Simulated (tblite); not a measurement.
# C4H6GeO2S2: the cost of one run

Computed with tblite 0.8.0 and PySCF 2.14.0, with density-fitted response routines of our own, on a single molecule in the gas phase. Atoms count from 0, in the outputs and in this text.

**1. Starting geometry**

15 atoms, charge 0, multiplicity 1; geometry from: force field or distance geometry start.

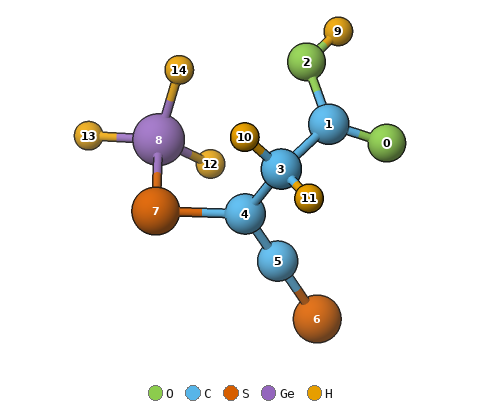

As it starts; oxygen green, carbon blue, sulfur orange, germanium purple, hydrogen amber, atoms numbered; sticks join atoms by distance.

**2. Optimising the geometry with GFN2-xTB**

What the job is given:

```
{"job": {"kind": "relax", "xc": "GFN2-xTB", "basis": "xTB"}, "charge": 0, "multiplicity": 1}
O     -2.650300     0.408600     0.269400
C     -1.610000    -0.092600     0.728400
O     -1.443000    -1.483100     0.766400
C     -0.502000     0.793000     1.223000
C      0.432200     1.149000     0.122300
C      0.027600     1.921400    -0.864000
S     -0.462100     2.872700    -2.069900
S      2.167100     0.688300     0.200800
Ge     1.834600    -1.202800    -0.937500
H     -2.187500    -2.090600     0.421700
H      0.053300     0.248100     2.027500
H     -0.930700     1.705200     1.684400
H      0.960400    -0.905400    -2.181900
H      3.201500    -1.782500    -1.380300
H      1.104500    -2.221300    -0.032400
```

Run with:

```
$ OMP_NUM_THREADS=1 python probes_run.py task.json out
```

This one command runs all jobs of the session in turn.

Q: Estimate the wall time and peak memory of this first job on 1 thread of Arm Neoverse V2, shared host.

About 1 s, with a peak of 0.18 GiB.
